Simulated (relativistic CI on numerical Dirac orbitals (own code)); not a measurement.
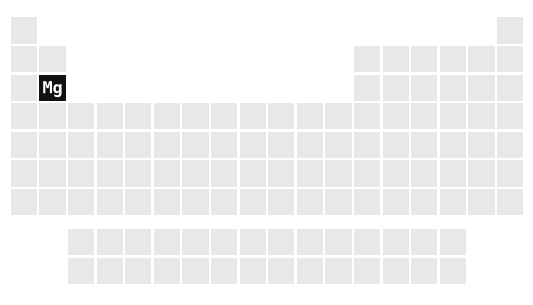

Fig. 1: The place of magnesium in the periodic table.

Run report: Mg, relativistic CI calculation

Mg. Level asked for: Dirac-Coulomb-Breit CI, KLI orbitals optimised for each configuration, model QED (radiative potential, 1s self-energy scaled to tabulated hydrogen-like ionisation energies), numerical settings as typed (relativistic CI on numerical Dirac orbitals, in-house).

### Input
```
atom Mg  Z=12  charge=0  electrons=12
nucleus A=24  rms_radius_fm=3.0570
hamiltonian dirac-coulomb  breit=on  qed=on  c_scale=1
orbitals kli  potential=per-configuration
slater_scale 1
correlation none
mixing on
grid step=0.0125 r_max=149
scf mixing=0.4 start=green max_iterations=98 tolerance=2e-08 node_fill=0.05
configurations
  [He] 2s2 3s3
  [Ne] 3s 3p
  [Ne] 3p2
  [Ne] 3s 3d
  [Ne] 3s 4s
end
```

Hardware: 1 CPU thread, shared host.

The run was one of a batch that the task file lists, launched with:
```bash
python <driver script> task.json out
```

The program writes its results to a structured record and prints no log; tables and figures of this report are taken from that record.

### Outcome

| quantity | value |
| --- | --- |
| outcome | refused by the program |

### What went wrong

This input holds a deliberate fault: configuration. The program refused the input; the driver noted: configuration [He] 2s2 3s3: a shell holds more than 4l+2 electrons.
